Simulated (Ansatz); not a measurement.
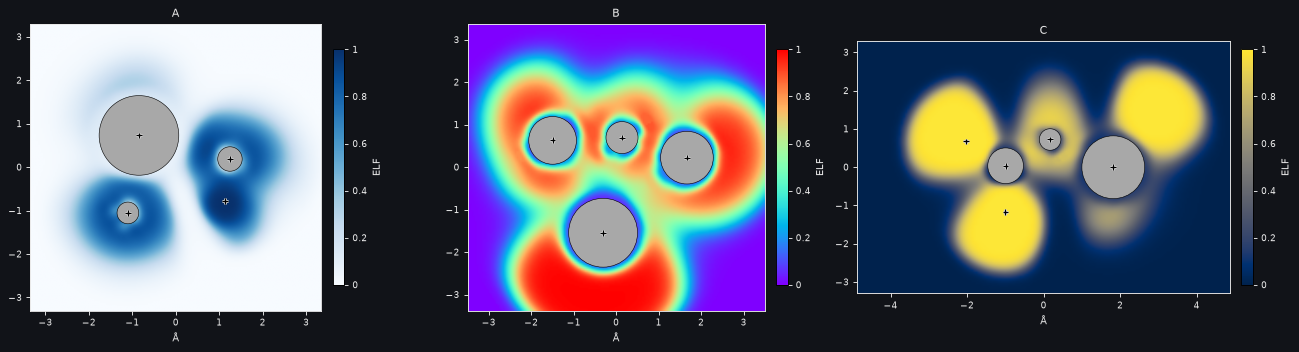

The electron localisation function of 3 systems, each on a plane through atoms (crosses mark nuclei in the plane; grey discs cover the cores).

Level of theory: isolated molecule in a Gaussian basis; Kohn-Sham density functional theory, functional PBE0 in Ansatz 0.2.0.

System 1: CAlPS (SMILES [P]1=[C]2[S][Al]12), the molecular plane. Geometry: PBE0-D3(BJ)/pcseg-1.

| atom | x (Å) | y (Å) | z (Å) |
| --- | --- | --- | --- |
| C | -1.9418 | 3.5935 | -0.3935 |
| Al | -3.4041 | 2.8886 | 1.2125 |
| P | -3.0319 | 3.0097 | -1.4076 |
| S | -1.2029 | 4.0080 | 1.0049 |

System 2: BBrGeH₄O, the plane of atoms B1, O4 and Ge3. Geometry: B3LYP-D3(BJ)/def2-SVP.

```yaml
atoms:
  - { symbol: B, position_ang: [1.1790, -2.1096, 1.0829] }
  - { symbol: Br, position_ang: [-0.0810, 0.2049, -1.8962] }
  - { symbol: Ge, position_ang: [-0.9272, -0.4964, 0.1425] }
  - { symbol: O, position_ang: [-0.0787, -2.0211, 0.5992] }
  - { symbol: H, position_ang: [1.6070, -3.2114, 1.3357] }
  - { symbol: H, position_ang: [1.8474, -1.1111, 1.2639] }
  - { symbol: H, position_ang: [-0.6259, 0.5788, 1.1969] }
  - { symbol: H, position_ang: [-2.3969, -0.8878, -0.0313] }
```

System 3: FGaH₄OS, the plane of atoms Ga2, O3 and H6. Geometry: B3LYP-D3(BJ)/6-311G**.

```xyz
8

F     0.4232   -0.4295    0.9171
Ga    0.7833    0.4416   -0.6203
O    -1.2566    1.1342   -0.4224
S     1.8726    2.3592   -0.1949
H    -1.2507    2.0866   -0.2553
H    -1.4534    0.7030    0.4246
H     0.8193   -0.3386   -1.9534
H     1.8002    2.1750    1.1403
```

> Match each panel to its system.

Panel A is system 3, FGaH₄OS: the plane holds F, Ga, O and H. Ga–F (1.80 Å): the ELF peaks at about 0.80 in the valence shell of F, 0.5 Å from its nucleus, and is about 0.20 at the midpoint. Panel B is system 1, CAlPS: the plane holds C, Al, P and S. C–P (1.60 Å): the ELF peaks at about 0.85 between the atoms, as expected for a covalent bond. Panel C is system 2, BBrGeH₄O: the plane holds B, Ge, O and H. B–O (1.35 Å): the ELF peaks at about 0.90 between the atoms; a short, strongly polar bond.
